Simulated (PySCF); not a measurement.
**BH3O3 (boric acid) at 6 levels**

Aim: a comparison of 6 runs (HF/STO-3G, HF/3-21G, B3LYP/6-31G*, B2PLYP/def2-SVPD, wB97M-V/def2-SVPD, SCS-MP2/def2-SVPD) of BH3O3 (boric acid). 

Program for the calculation: PySCF 2.14.0.

8 further runs of the same task are left out: 3 that didn't finish, 5 set aside as unsound or not needed.

## Step 1: Starting point

BH3O3: 7 atoms, total charge 0, spin state singlet. SMILES: `OB(O)O`. The coordinates come from a PBE0-D4/def2-TZVP relaxation. This is a higher conformer, about 20 kJ/mol above the lowest found by a separate search.

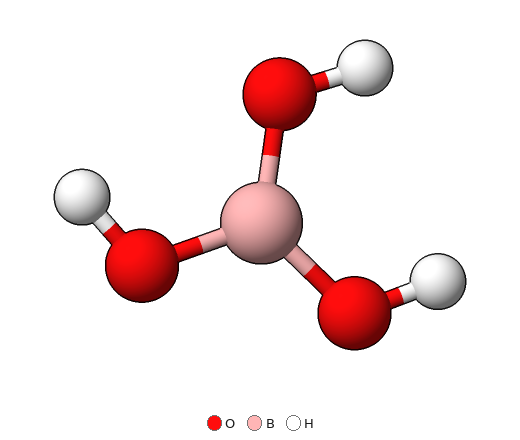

The structure, seen from a chosen angle (oxygen red, boron pink, hydrogen white).

## Step 2: A single-point energy at HF/STO-3G (run 1)

Input file run.py:

```python
from pyscf import gto, scf

mol = gto.M(
    atom='''
O       -1.109700       0.802600       0.321900
B       -0.012200      -0.006800       0.228700
O        0.501200      -0.469300       1.400100
O        0.600700      -0.381300      -0.945400
H       -1.457400       1.118600      -0.511500
H        1.266800      -1.028200       1.254500
H        0.210500      -0.035700      -1.748300
''',
    max_memory=1860,
    verbose=4,
    basis='sto-3g',
    spin=0,
)

calc0 = scf.RHF(mol)
calc0.conv_tol = 1e-10
calc0.kernel()
if not calc0.converged:
    calc0 = calc0.newton().run(calc0.mo_coeff, calc0.mo_occ)

e_final = calc0.e_tot
print('E = %.10f Eh' % e_final)
```

The run is started by

```sh
OMP_NUM_THREADS=1 python run.py
```

Output:

```text
PySCF version 2.14.0

[INPUT] num. atoms = 7
[INPUT] num. electrons = 32
[INPUT] charge = 0
[INPUT] spin (= nelec alpha-beta = 2S) = 0
[INPUT] symmetry False subgroup None
[INPUT] Mole.unit = angstrom
[INPUT] Symbol           X                Y                Z      unit          X                Y                Z       unit  Magmom
[INPUT]  1 O     -1.109700000000   0.802600000000   0.321900000000 AA   -2.097029080430   1.516694187576   0.608302839497 Bohr   0.0
[INPUT]  2 B     -0.012200000000  -0.006800000000   0.228700000000 AA   -0.023054658720  -0.012850137647   0.432180364688 Bohr   0.0
[INPUT]  3 O      0.501200000000  -0.469300000000   1.400100000000 AA    0.947130733632  -0.886848470258   2.645805547004 Bohr   0.0
[INPUT]  4 O      0.600700000000  -0.381300000000  -0.945400000000 AA    1.135158483026  -0.720552571297  -1.786547078164 Bohr   0.0
[INPUT]  5 H     -1.457400000000   1.118600000000  -0.511500000000 AA   -2.754086853941   2.113847642938  -0.966594912715 Bohr   0.0
[INPUT]  6 H      1.266800000000  -1.028200000000   1.254500000000 AA    2.393905054599  -1.943016401278   2.370661423267 Bohr   0.0
[INPUT]  7 H      0.210500000000  -0.035700000000  -1.748300000000 AA    0.397787349221  -0.067463222647  -3.303808183577 Bohr   0.0

nuclear repulsion = 116.229634529372
number of shells = 15
number of NR pGTOs = 69
number of NR cGTOs = 23
basis = sto-3g
ecp = {}

******** <class 'pyscf.scf.hf.RHF'> ********
method = RHF
initial guess = minao
damping factor = 0
level_shift factor = 0
DIIS = <class 'pyscf.scf.diis.CDIIS'>
diis_start_cycle = 1
diis_space = 8
diis_damp = 0
SCF conv_tol = 1e-10
SCF conv_tol_grad = None
SCF max_cycles = 50
direct_scf = True
direct_scf_tol = 1e-13
Set gradient conv threshold to 1e-05
Initial guess from minao.
init E= -248.449457387879
  HOMO = -0.441858828060852  LUMO = 0.256007439642692  gap/eV = 18.98991
cycle= 1 E= -247.644128385717  delta_E= 0.805  |g|= 0.627  |ddm|= 3.24
  HOMO = -0.270793430183429  LUMO = 0.413647222182091  gap/eV = 18.62458
cycle= 2 E= -247.773841013777  delta_E= -0.13  |g|= 0.144  |ddm|= 0.939
  HOMO = -0.364413295576635  LUMO = 0.410780329777662  gap/eV = 21.09409
cycle= 3 E= -247.780156625736  delta_E= -0.00632  |g|= 0.024  |ddm|= 0.185
  HOMO = -0.368426757367353  LUMO = 0.398181249196561  gap/eV = 20.86047
cycle= 4 E= -247.780394781049  delta_E= -0.000238  |g|= 0.00327  |ddm|= 0.042
  HOMO = -0.369185725812363  LUMO = 0.398709412737754  gap/eV = 20.89549
cycle= 5 E= -247.780398924903  delta_E= -4.14e-06  |g|= 0.000792  |ddm|= 0.00565
  HOMO = -0.368779474204725  LUMO = 0.399012014813429  gap/eV = 20.89267
cycle= 6 E= -247.780399187937  delta_E= -2.63e-07  |g|= 0.000175  |ddm|= 0.0012
  HOMO = -0.368804587564545  LUMO = 0.399012171635696  gap/eV = 20.89336
cycle= 7 E= -247.780399206611  delta_E= -1.87e-08  |g|= 2.95e-05  |ddm|= 0.000383
  HOMO = -0.368811521575928  LUMO = 0.399009022255497  gap/eV = 20.89346
cycle= 8 E= -247.780399207194  delta_E= -5.84e-10  |g|= 7.62e-06  |ddm|= 6.76e-05
  HOMO = -0.368810772246802  LUMO = 0.399009498175294  gap/eV = 20.89345
cycle= 9 E= -247.780399207226  delta_E= -3.19e-11  |g|= 1.32e-06  |ddm|= 1.66e-05
  HOMO = -0.36881080875448  LUMO = 0.399009796143151  gap/eV = 20.89346
Extra cycle  E= -247.780399207226  delta_E= -2.84e-13  |g|= 5.27e-07  |ddm|= 2.47e-06
converged SCF energy = -247.780399207226
E = -247.7803992072 Eh
```

Wall time 0.7 s (1 thread of Arm Neoverse V1, shared host); peak memory 0.095 GiB.

## Step 3: A single-point energy at HF/3-21G (run 2)

Input file run.py:

```python
from pyscf import gto

mol = gto.Mole()
mol.atom = [
    ('O', (-1.109700, 0.802600, 0.321900)),
    ('B', (-0.012200, -0.006800, 0.228700)),
    ('O', (0.501200, -0.469300, 1.400100)),
    ('O', (0.600700, -0.381300, -0.945400)),
    ('H', (-1.457400, 1.118600, -0.511500)),
    ('H', (1.266800, -1.028200, 1.254500)),
    ('H', (0.210500, -0.035700, -1.748300)),
]
mol.basis = '3-21g'
mol.verbose = 3
mol.max_memory = 1860
mol.spin = 0
mol.build()

mf = mol.RHF()
mf.conv_tol = 1e-10
mf.kernel()
if not mf.converged:
    mf = mf.newton().run(mf.mo_coeff, mf.mo_occ)

etot = mf.e_tot
print('E(%s) = %.9f' % ('HF', etot))
```

The run is started by

```sh
OMP_NUM_THREADS=1 python run.py
```

Output:

```text
converged SCF energy = -249.794213133844
E(HF) = -249.794213134
```

It took 0.89 s on 1 thread of Arm Neoverse V1, shared host; peak memory 0.11 GiB.

Runs 3 to 5 aren't shown in full; the table further down has their settings and results.

## Step 4: A single-point energy at SCS-MP2/def2-SVPD (run 6)

Input file job.py:

```python
# OB(O)O
from pyscf import gto, mp

mol = gto.M(
    atom=[
    ('O', (-1.109700, 0.802600, 0.321900)),
    ('B', (-0.012200, -0.006800, 0.228700)),
    ('O', (0.501200, -0.469300, 1.400100)),
    ('O', (0.600700, -0.381300, -0.945400)),
    ('H', (-1.457400, 1.118600, -0.511500)),
    ('H', (1.266800, -1.028200, 1.254500)),
    ('H', (0.210500, -0.035700, -1.748300)),
],
    basis='def2-svpd',
    charge=0,
    spin=0,
    verbose=3,
    max_memory=1860,
)

myscf = mol.RHF()
myscf.conv_tol = 1e-10
myscf.kernel()
if not myscf.converged:
    myscf = myscf.newton().run(myscf.mo_coeff, myscf.mo_occ)

pt = mp.MP2(myscf, frozen=4).run()
e_tot = myscf.e_tot + 1.2 * pt.e_corr_os + pt.e_corr_ss / 3
print(f'total energy: {e_tot:.8f} hartree')
```

The run is started by

```sh
OMP_NUM_THREADS=1 python job.py
```

Output:

```text
converged SCF energy = -251.016998086005
E(RMP2) = -251.687159540688  E_corr = -0.670161454682385
E(SCS-RMP2) = -251.664928034525  E_corr = -0.647929948520047
total energy: -251.66492803 hartree
```

It took 3.6 s on 1 thread of Arm Neoverse V1, shared host; peak memory 0.34 GiB.

## Step 5: Overview of the runs

```
run                               level  integration grid  frozen core orbitals  energy (Eh)  dipole moment (D) of the reference  HOMO energy (eV)  LUMO energy (eV)  wall time
  1                           HF/STO-3G                 –                     –  -247.780399                                2.67            -10.04             10.86      0.7 s
  2                            HF/3-21G                 –                     –  -249.794213                                3.94            -13.04              5.95     0.89 s
  3  B3LYP/6-31G* (spherical functions)                 5                     –  -252.462128                                3.14             -8.31              1.10       11 s
  4                    B2PLYP/def2-SVPD                 5                     4  -252.112670                                3.09            -10.99              0.17       23 s
  5                   wB97M-V/def2-SVPD                 5                     –  -252.248815                                3.01            -11.85              0.44    1.8 min
  6                   SCS-MP2/def2-SVPD                 –                     4  -251.664928                                3.21            -13.77              1.32      3.6 s
```

## Step 6: Summary of results

| quantity | value |
| --- | --- |
| run 6: total energy | -251.66493 Eh |
| run 6: dipole moment (Hartree–Fock density) | 3.21 D |
| run 6: HOMO energy (Hartree–Fock orbitals) | -13.77 eV |
| run 6: LUMO energy (Hartree–Fock orbitals) | 1.32 eV |
| run 6: HOMO–LUMO gap (Hartree–Fock orbitals) | 15.09 eV |
| run 6: correlation energy (4 core orbitals frozen) | -647.9 mEh |

**Reading.** Over runs 1, 2, 3, 4, 5 the dipole moment (its size) runs from 2.67 D (HF/STO-3G) to 3.94 D (HF/3-21G). Over runs 1, 2, 3, 4, 5 the HOMO–LUMO gap runs from 9.41 eV (B3LYP/6-31G*) to 20.89 eV (HF/STO-3G). The two ends differ in method and basis. Totals of different functionals can't be ranked against each other. In run 1 the basis is minimal, so the values are rough. All runs together took 2.4 min, the longest 1.8 min.
